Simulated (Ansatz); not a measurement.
Fields on a plane of CrCuO2 (delafossite type, space group R-3m)

```xyz
4
Lattice="1.4821 0.8557 5.6402 -1.4821 0.8557 5.6402 0.0000 -1.7114 5.6402" Properties=species:S:1:pos:R:3 pbc="T T T"
Cu     0.0000     0.0000     0.0000
Cr     0.0000     0.0000     8.4603
O      0.0000     0.0000     1.8295
O      0.0000     0.0000    15.0912
```

The slice is a (0001) plane (indices of the conventional cell) through the point (0.500, 0.500, 0.500) (fractional), spanned by u = [1 0 -1] and v = [-1 2 -1] in vectors of this cell: u (2.96 Å) and v (5.13 Å, at 90° to u). It covers one period; positions are fractions (u, v).

Atoms on it: Cr at (0.00, 0.00); Cr at (0.50, 0.50). Other atoms lie within 1 Å of the plane.

These are PBEsol (plane waves to 420 eV, PAW, scalar-relativistic; Ansatz, a program for electronic structure) values and carry that method's errors. k mesh 13×13×13. Near the nuclei the fields are pseudised (PAW); where an atom keeps semicore shells as valence, they peak there. CrCuO2 is run spin-polarised and with no Hubbard U. CrCuO2 was relaxed with its symmetry unable to fall. Relaxed CrCuO2 ends ferromagnetic. The PAW data are Ansatz's earlier set. The magnetic order is the one the run started from; other orders were not tried.

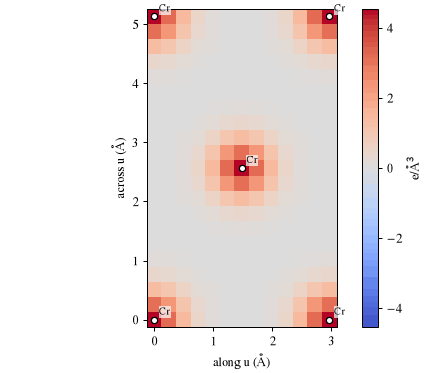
Figure. Spin density, up minus down in e/Å³, one period of the plane, atoms marked. 

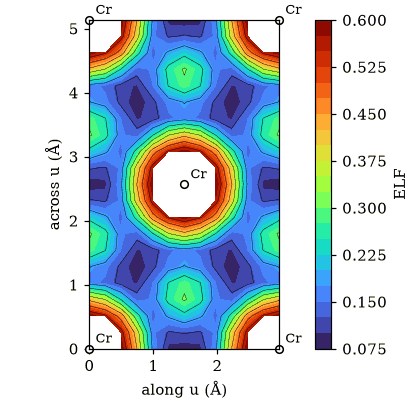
Figure. ELF of the up spins, one period of the plane, atoms marked. Points within 0.4 Å of a nucleus are left white, as the pseudised field means little there.
